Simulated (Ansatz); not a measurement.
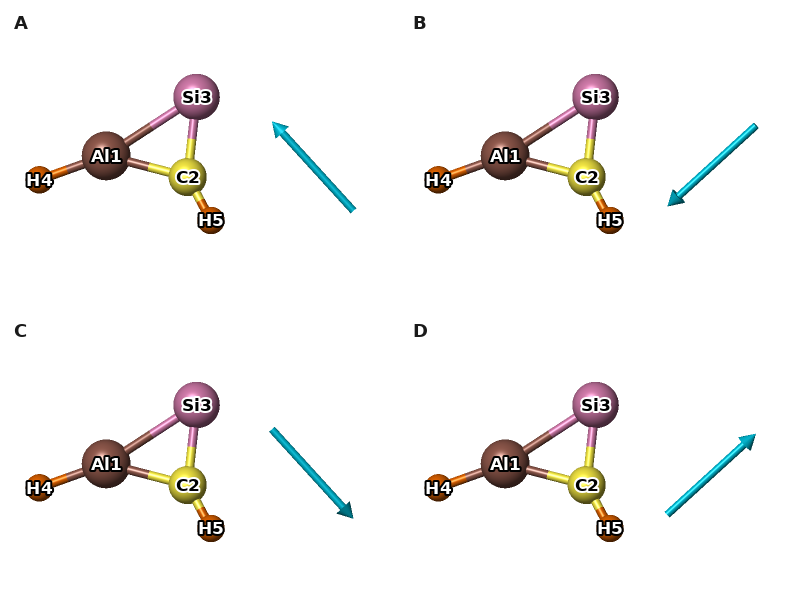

The same molecule four times, each with an arrow. Charge 0, doublet. Computed geometry: PBE-D4/def2-SVP optimisation. No frequency run is at hand to confirm it as a minimum. Properties computed with UKS PBE-D4/def2-SVP (Ansatz 0.2.0).

Question: Which arrow points along the dipole moment, from the negative to the positive end?

Answer: B. The dipole moment is 0.94 D; it points from the side of Si3 to the side of H4 (the outermost atoms at the two ends).
